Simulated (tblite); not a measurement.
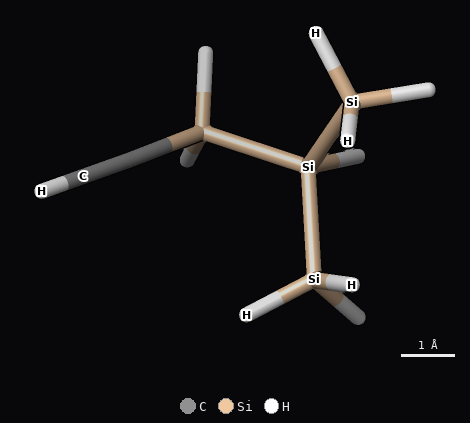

**Figure 1.** The structure as given in the input (stick view, seen at a tilt).

Run report: C2H10Si4, geometry relaxation

The run: geometry relaxation of C2H10Si4. Method and program: GFN2-xTB geometry optimisation, gas phase (tblite 0.8.0).

It belongs to a series of runs on one base structure; here: Ge replaced by Si.

What the program printed
```
step      E/eV     max force
  0    -439.71746    2.398
  1    -439.78765    4.928
  2    -439.90373    1.575
  3    -439.94252    0.472
  4    -439.97846    0.418
  5    -440.02128    0.797
  6    -440.04909    0.572
  7    -440.07341    0.392
  8    -440.09848    0.526
  9    -440.12532    0.791
 10    -440.14546    0.554
 11    -440.15402    0.269
 12    -440.15667    0.152
 13    -440.15808    0.129
 14    -440.15951    0.137
 15    -440.16109    0.149
 16    -440.16274    0.111
 17    -440.16404    0.108
 18    -440.16477    0.084
 19    -440.16514    0.061
 20    -440.16535    0.032
 21    -440.16547    0.033
 22    -440.16559    0.038
 23    -440.16577    0.056
 24    -440.16609    0.072
 25    -440.16660    0.077
 26    -440.16718    0.083
 27    -440.16762    0.061
 28    -440.16794    0.055
 29    -440.16836    0.075
 30    -440.16907    0.105
 31    -440.17010    0.127
 32    -440.17109    0.102
 33    -440.17160    0.041
 34    -440.17175    0.044
 35    -440.17185    0.044
 36    -440.17199    0.031
 37    -440.17213    0.041
 38    -440.17228    0.043
 39    -440.17240    0.031
 40    -440.17249    0.021
 41    -440.17256    0.022
 42    -440.17262    0.021
 43    -440.17268    0.025
 44    -440.17278    0.027
 45    -440.17291    0.029
 46    -440.17305    0.037
 47    -440.17314    0.027
 48    -440.17317    0.013
 49    -440.17319    0.012
 50    -440.17322    0.019
 51    -440.17326    0.034
 52    -440.17334    0.045
 53    -440.17344    0.041
 54    -440.17352    0.020
 55    -440.17356    0.012
 56    -440.17359    0.020
 57    -440.17364    0.032
 58    -440.17372    0.042
 59    -440.17384    0.039
 60    -440.17392    0.021
 61    -440.17396    0.013
 62    -440.17399    0.014
 63    -440.17402    0.019
 64    -440.17409    0.031
 65    -440.17420    0.035
 66    -440.17429    0.024
 67    -440.17433    0.011
 68    -440.17435    0.010
```

Trajectory as extended XYZ (Å, eV, eV/Å), 7 of the 69 frames kept, from step=0 to step=68
```
16
Properties=species:S:1:pos:R:3:forces:R:3 step=0 energy=-439.71746
C     3.1956    0.0506    1.3607   -0.5490  -0.1480  -0.7210
C     2.5065   -0.1172    0.3771    1.4140   0.2500   1.9210
Si    1.4910   -0.4098   -1.0729    0.5740  -0.8050  -1.8350
Si   -0.6634    0.0081   -0.7595   -0.6510  -0.2420  -0.9810
Si   -1.0884    1.9382    0.2215   -0.9190   1.6720   0.4350
Si   -1.7391   -1.6007    0.3484   -0.9190  -1.1120   0.3740
H     3.7869    0.1931    2.2207   -0.0220   0.0280  -0.0400
H     2.0158    0.4320   -2.1528    0.2010  -0.0040  -0.0240
H     1.5779   -1.8242   -1.5287    0.2750   0.2310   0.1690
H    -1.3042    0.0529   -2.0931    0.0940   0.0090  -0.0760
H    -2.0797    1.7091    1.2884    0.1430   0.1810  -0.0320
H     0.0715    2.6020    0.7810    0.1470   0.1710   0.1350
H    -1.7300    2.8454   -0.7573    0.1490  -0.0170   0.3110
H    -2.0035   -1.1955    1.7329   -0.0020  -0.1490  -0.0210
H    -3.0483   -1.8040   -0.3196    0.2460  -0.1290   0.2850
H    -0.9961   -2.8710    0.3419   -0.1820   0.0640   0.0980
16
Properties=species:S:1:pos:R:3:forces:R:3 step=11 energy=-440.15402
C     3.1934    0.0330    1.3518   -0.0680  -0.0100  -0.1200
C     2.5623   -0.1745    0.3491   -0.0550   0.0750   0.0300
Si    1.5509   -0.4375   -1.1797   -0.0070  -0.0070   0.0420
Si   -0.7107    0.0190   -0.8168    0.0160  -0.0110   0.2680
Si   -1.1557    2.0560    0.2259    0.0260  -0.0370  -0.0080
Si   -1.8127   -1.6762    0.3458   -0.0540  -0.0730   0.0440
H     3.7610    0.2104    2.2176    0.0420  -0.0060   0.0790
H     2.1804    0.4036   -2.2062    0.0270  -0.0050  -0.0230
H     1.7931   -1.8423   -1.5296    0.0260  -0.0490  -0.0630
H    -1.3022    0.0621   -2.1730   -0.0180   0.0140  -0.0640
H    -2.0855    1.8623    1.3446   -0.0200   0.0250  -0.0490
H     0.0334    2.6810    0.8083    0.0240   0.0000  -0.0500
H    -1.7597    3.0324   -0.6819   -0.0060   0.0320   0.0330
H    -2.0362   -1.3032    1.7512    0.0060   0.0130  -0.1040
H    -3.1371   -1.9684   -0.2221    0.0920  -0.0130   0.0510
H    -1.0822   -2.9488    0.4035   -0.0300   0.0530  -0.0620
16
Properties=species:S:1:pos:R:3:forces:R:3 step=23 energy=-440.16577
C     3.1839    0.0388    1.3484   -0.0130  -0.0020  -0.0040
C     2.5368   -0.1500    0.3530    0.0030  -0.0060   0.0000
Si    1.5497   -0.4463   -1.1834   -0.0130   0.0050   0.0020
Si   -0.7052    0.0124   -0.7772   -0.0490  -0.0130  -0.0240
Si   -1.1517    2.0657    0.2256    0.0100  -0.0030  -0.0030
Si   -1.8207   -1.6950    0.3504    0.0190   0.0190  -0.0160
H     3.7545    0.2025    2.2172    0.0010   0.0090   0.0220
H     2.1878    0.3900   -2.2102   -0.0080   0.0120  -0.0110
H     1.8154   -1.8454   -1.5530    0.0000  -0.0040   0.0030
H    -1.2902    0.0672   -2.1460    0.0100   0.0000   0.0430
H    -2.0974    1.8893    1.3331    0.0120   0.0180   0.0020
H     0.0510    2.6851    0.7850    0.0060   0.0000  -0.0040
H    -1.7578    3.0558   -0.6670    0.0150  -0.0030  -0.0100
H    -2.0421   -1.3035    1.7456   -0.0010  -0.0260   0.0030
H    -3.1395   -1.9980   -0.2101    0.0060  -0.0060   0.0010
H    -1.0822   -2.9596    0.3770    0.0020   0.0010  -0.0040
16
Properties=species:S:1:pos:R:3:forces:R:3 step=34 energy=-440.17175
C     3.1423    0.0477    1.3642   -0.0400   0.0140  -0.0130
C     2.5142   -0.1418    0.3563    0.0010   0.0100  -0.0050
Si    1.5234   -0.4391   -1.1792    0.0030  -0.0010   0.0090
Si   -0.7295    0.0083   -0.7429   -0.0080  -0.0160  -0.0150
Si   -1.1125    2.0900    0.2218    0.0070  -0.0020   0.0010
Si   -1.8154   -1.7341    0.3540    0.0080   0.0040  -0.0070
H     3.6901    0.2196    2.2465    0.0100  -0.0080  -0.0030
H     2.1202    0.4109   -2.2203    0.0170   0.0070   0.0200
H     1.8145   -1.8311   -1.5549   -0.0130  -0.0060  -0.0020
H    -1.3283    0.0755   -2.1027   -0.0070  -0.0120   0.0050
H    -2.0532    2.0036    1.3424    0.0000   0.0000   0.0050
H     0.1192    2.6833    0.7443    0.0120   0.0030   0.0070
H    -1.6813    3.0618   -0.7136   -0.0010   0.0120  -0.0030
H    -2.0428   -1.4164    1.7665    0.0080  -0.0010  -0.0060
H    -3.1275   -2.0518   -0.2140    0.0030   0.0020   0.0020
H    -1.0410   -2.9774    0.3204   -0.0020  -0.0040   0.0060
16
Properties=species:S:1:pos:R:3:forces:R:3 step=45 energy=-440.17291
C     3.1183    0.0582    1.3683    0.0030  -0.0040  -0.0040
C     2.4976   -0.1348    0.3570   -0.0060  -0.0040   0.0000
Si    1.5155   -0.4359   -1.1815   -0.0250   0.0020  -0.0100
Si   -0.7387    0.0077   -0.7429    0.0140  -0.0160  -0.0170
Si   -1.0990    2.0955    0.2203    0.0030  -0.0250  -0.0150
Si   -1.8094   -1.7445    0.3527   -0.0070  -0.0040   0.0040
H     3.6743    0.2236    2.2461    0.0010   0.0110   0.0220
H     2.1278    0.4205   -2.2081    0.0020  -0.0060   0.0010
H     1.8011   -1.8296   -1.5576   -0.0020   0.0110  -0.0020
H    -1.3484    0.0646   -2.0982   -0.0010   0.0040   0.0030
H    -2.0370    2.0239    1.3427   -0.0150  -0.0050   0.0200
H     0.1390    2.6781    0.7384    0.0220   0.0020   0.0070
H    -1.6595    3.0693   -0.7171   -0.0060   0.0200  -0.0120
H    -2.0317   -1.4366    1.7680    0.0040   0.0040  -0.0040
H    -3.1230   -2.0630   -0.2132    0.0120   0.0040   0.0090
H    -1.0345   -2.9879    0.3137    0.0000   0.0070  -0.0020
16
Properties=species:S:1:pos:R:3:forces:R:3 step=57 energy=-440.17364
C     3.0984    0.0650    1.3736    0.0080   0.0020   0.0160
C     2.4810   -0.1371    0.3620   -0.0040   0.0010  -0.0050
Si    1.5097   -0.4326   -1.1847   -0.0210  -0.0050  -0.0240
Si   -0.7474    0.0045   -0.7549    0.0230  -0.0060   0.0060
Si   -1.0910    2.0907    0.2155    0.0000   0.0120   0.0060
Si   -1.8027   -1.7481    0.3552    0.0000   0.0020  -0.0020
H     3.6483    0.2382    2.2546   -0.0100   0.0000  -0.0010
H     2.1367    0.4225   -2.2034   -0.0060   0.0050   0.0010
H     1.7931   -1.8238   -1.5691    0.0050  -0.0040   0.0060
H    -1.3670    0.0644   -2.1042    0.0040  -0.0030  -0.0080
H    -2.0254    2.0243    1.3431    0.0000  -0.0020  -0.0030
H     0.1585    2.6528    0.7325    0.0020  -0.0030   0.0030
H    -1.6407    3.0826   -0.7115    0.0000  -0.0040   0.0030
H    -2.0140   -1.4369    1.7715    0.0080   0.0000  -0.0050
H    -3.1199   -2.0677   -0.1994   -0.0040  -0.0040   0.0040
H    -1.0251   -2.9897    0.3078   -0.0040   0.0090   0.0030
16
Properties=species:S:1:pos:R:3:forces:R:3 step=68 energy=-440.17435
C     3.0596    0.0725    1.3779    0.0010   0.0000   0.0070
C     2.4601   -0.1384    0.3573   -0.0010   0.0100   0.0010
Si    1.5043   -0.4363   -1.1987    0.0000  -0.0010  -0.0030
Si   -0.7508    0.0017   -0.7684    0.0080   0.0000  -0.0010
Si   -1.0765    2.0852    0.2154   -0.0020   0.0050   0.0040
Si   -1.7971   -1.7457    0.3568    0.0060   0.0030  -0.0030
H     3.5941    0.2525    2.2667   -0.0020  -0.0020   0.0050
H     2.1306    0.4298   -2.2084    0.0000  -0.0060  -0.0070
H     1.8017   -1.8257   -1.5782    0.0000  -0.0010  -0.0080
H    -1.3690    0.0620   -2.1183   -0.0070   0.0000   0.0010
H    -2.0129    2.0179    1.3413    0.0010  -0.0030   0.0020
H     0.1810    2.6238    0.7383   -0.0060   0.0030   0.0010
H    -1.6173    3.0933   -0.6989    0.0060  -0.0030  -0.0040
H    -1.9789   -1.4260    1.7752   -0.0010  -0.0040  -0.0030
H    -3.1230   -2.0750   -0.1710    0.0020   0.0040   0.0050
H    -1.0137   -2.9827    0.3016   -0.0050  -0.0040   0.0040
```

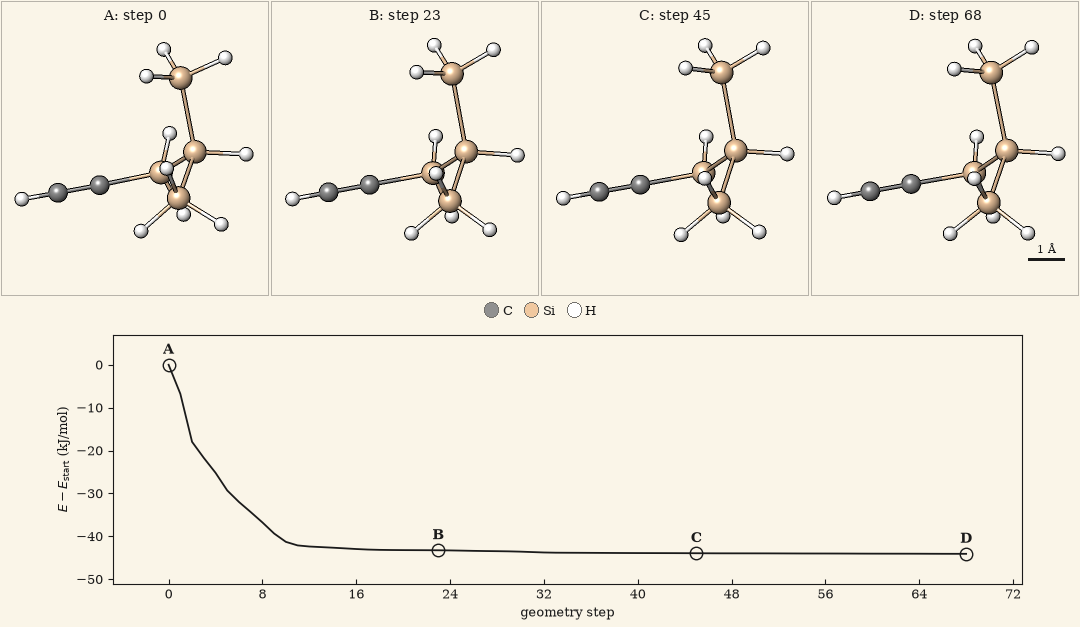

**Figure 2.** Frames of the relaxation (ball-and-stick view, seen at a tilt) above the curves, on which the letters mark them (steps are counted from 0).

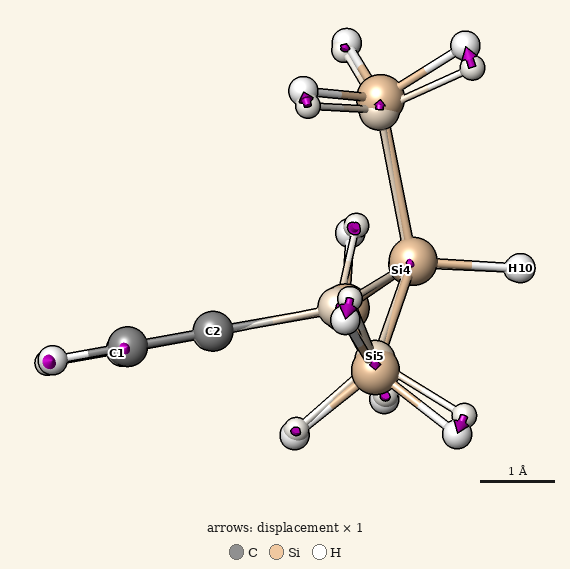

**Figure 3.** Start (faint) and end (solid) with the displacements as pink arrows, at true length (ball-and-stick view, seen at a tilt). The two geometries are laid on each other by the best rigid fit. After 68 geometry steps the energy has fallen by 44.1 kJ/mol. Largest force component: 1.9 eV/Å at the start, 0.01 eV/Å at the end. The largest moves after the best rigid fit, 0.32 Å, are those of H11 and H15. By element the largest moves are H 0.32 Å, Si 0.16 Å, C 0.14 Å. Distances before and after: Si4–Si5 2.206 → 2.327 Å, Si3–Si4 2.217 → 2.337 Å, Si4–Si6 2.230 → 2.327 Å, C2–Si3 1.794 → 1.850 Å. Among the angles that change: Si4–Si3–H9 106.2° → 114.8°, C2–Si3–H9 111.7° → 105.3°, Si4–Si6–H15 107.5° → 113.7°. (Atoms are counted from 1 in the order of the input.)

This output came from the following input.

Input
```
{"job": {"kind": "relax", "xc": "GFN2-xTB", "basis": "xTB"}, "charge": 0, "multiplicity": 1}
C      3.195600     0.050600     1.360700
C      2.506500    -0.117200     0.377100
Si     1.491000    -0.409800    -1.072900
Si    -0.663400     0.008100    -0.759500
Si    -1.088400     1.938200     0.221500
Si    -1.739100    -1.600700     0.348400
H      3.786900     0.193100     2.220700
H      2.015800     0.432000    -2.152800
H      1.577900    -1.824200    -1.528700
H     -1.304200     0.052900    -2.093100
H     -2.079700     1.709100     1.288400
H      0.071500     2.602000     0.781000
H     -1.730000     2.845400    -0.757300
H     -2.003500    -1.195500     1.732900
H     -3.048300    -1.804000    -0.319600
H     -0.996100    -2.871000     0.341900
```

The first line tells a small driver script what to run in tblite; the rest is the geometry in Å.

Command:
```bash
OMP_NUM_THREADS=1 python <driver script> task.json out
```

Key numbers

| quantity | value |
| --- | --- |
| outcome | converged |
| total energy | −440.1744 eV |
| hardware | 1 CPU thread, shared host |
| wall time | 1 s |
| peak memory | 0.18 GiB |
